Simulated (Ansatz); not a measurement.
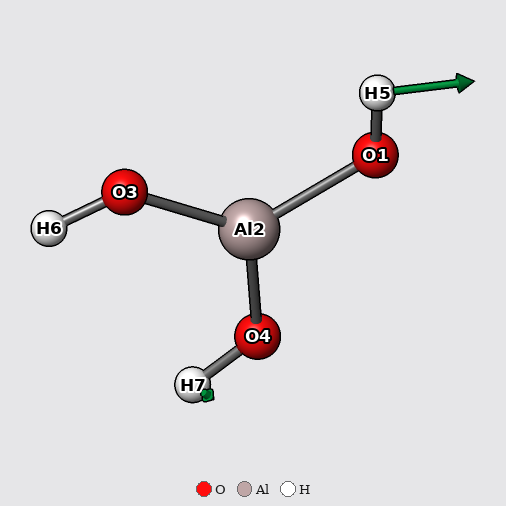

The arrows show one normal mode. Harmonic vibrations computed with RKS PBE0-D4/def2-TZVP (Ansatz 0.2.0) at a stationary point of the same level.

> What kind of motion is it?

Mostly Al–O–H bending.

> Estimate its harmonic wavenumber.

654 cm⁻¹; it is mode 9 of 15 counted from the lowest.
